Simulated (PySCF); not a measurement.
C3H7GeNO (SMILES C/C=N\[C](=O)[GeH3])

```xyz
13

C    -1.9481   -0.6288   -0.2985
C    -1.3139    0.7167   -0.2292
N    -0.2729    1.0075    0.4114
C     0.6670    0.3500    1.0796
O     0.7603    0.1551    2.2659
Ge    2.2451    0.0026   -0.1352
H    -2.0241   -0.9491   -1.3373
H    -2.9589   -0.5751    0.1046
H    -1.3746   -1.3581    0.2695
H    -1.7882    1.5176   -0.7889
H     3.0907   -1.0904    0.4338
H     1.8106   -0.3685   -1.5274
H     3.1026    1.2210   -0.2659
```

Geometry: GFN2-xTB.

Method: CAM-B3LYP/def2-SVPD, SCF density, gas phase (PySCF 2.14.0).

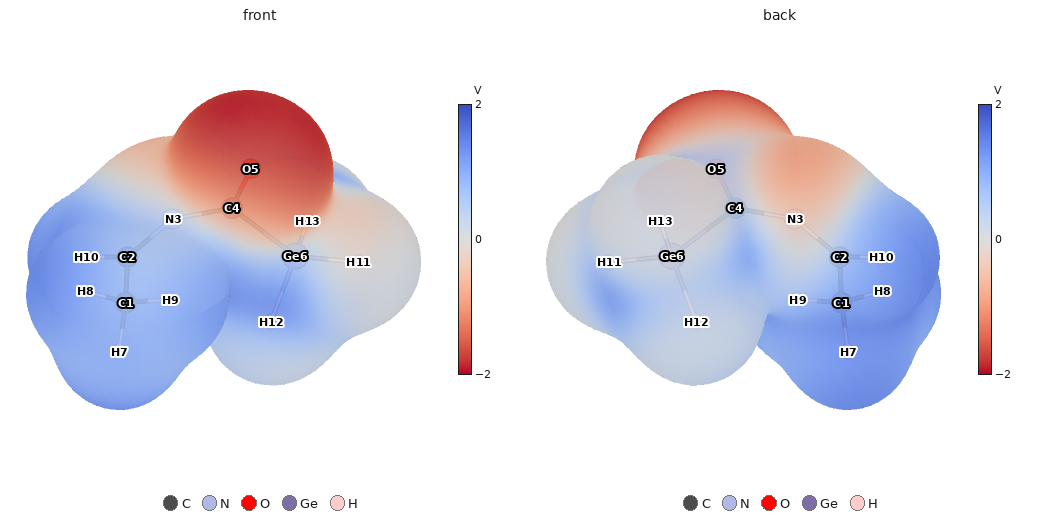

Figure 1. The electrostatic potential painted on the density surface at 0.002 e/bohr³, seen from the front and from behind; the colour scale runs from red (negative) to blue (positive).

### Describe the electrostatic potential map.

The most negative region (about −1.9 V) lies over O5, the most positive (about +1.4 V) over C1, C2, H7 and H10. O5 is the likeliest acceptor of a hydrogen bond.

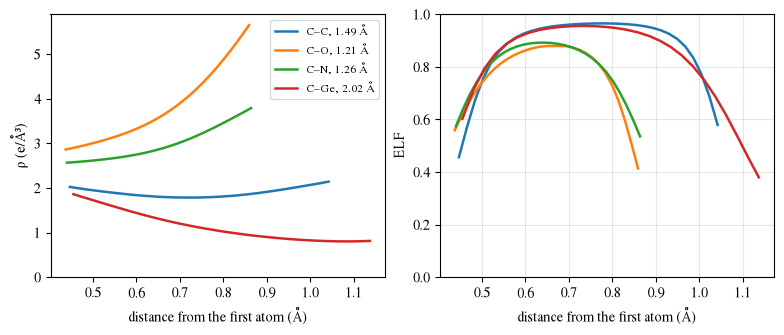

Figure 2. Electron density and ELF along straight lines between neighbouring atoms. The curves leave out the atomic cores.

### Compare the contacts.

C–C (1.49 Å): the density is about 1.8 e/Å³ at the midpoint; the ELF peaks at about 0.95 between the atoms, as expected for a shared electron pair.
C–O (1.21 Å): ρ at the midpoint is about 3.3 e/Å³; the ELF peaks at about 0.90 between the atoms: a multiple bond.
C–N (1.26 Å): the density is about 2.8 e/Å³ at the midpoint; the ELF peaks at about 0.90 between the atoms (a multiple bond).
C–Ge (2.02 Å): ρ is about 0.82 e/Å³ halfway; the ELF peaks at about 0.95 in the valence shell of C, 0.7 Å from its nucleus, and is about 0.75 at the midpoint.
